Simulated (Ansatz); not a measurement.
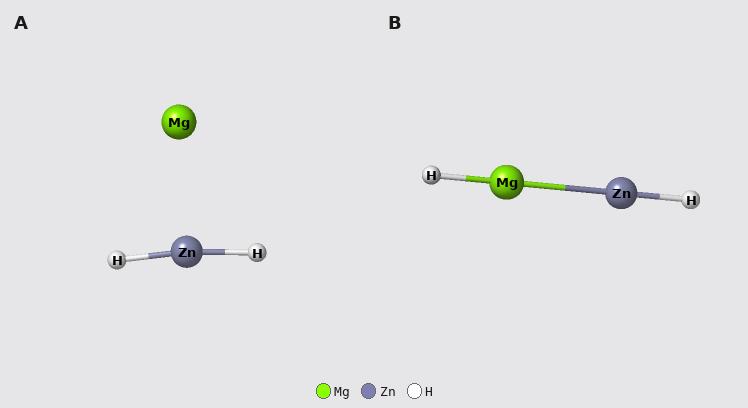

2 stationary structures of one formula. Geometries: PBE-D4/def2-SVP. Electronic energies: PBE-D4/def2-SVP (Ansatz 0.2.0), without zero-point energy. No frequency run is at hand to confirm each as a minimum.

Question: Rank them by energy, lowest first.

Answer: B is lowest (C∞v); A lies 1.4 kcal/mol above it.
